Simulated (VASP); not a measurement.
Band structure of Cu (fcc). All values below come from PBE GGA, VASP's PBE PAW potentials (set 64) (plane waves; VASP).

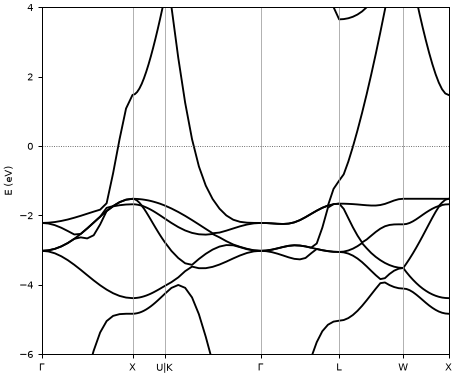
Bands along high-symmetry lines, zero at the valence-band maximum or, without a gap, the Fermi level

**Question.** Read the plot: is there a gap, and where are the band edges?

**Answer.** It has no gap at this level: it comes out as a metal or semimetal. (Edges off the drawn lines would not show.)

The compound is Cu in the fcc structure. It was relaxed first.
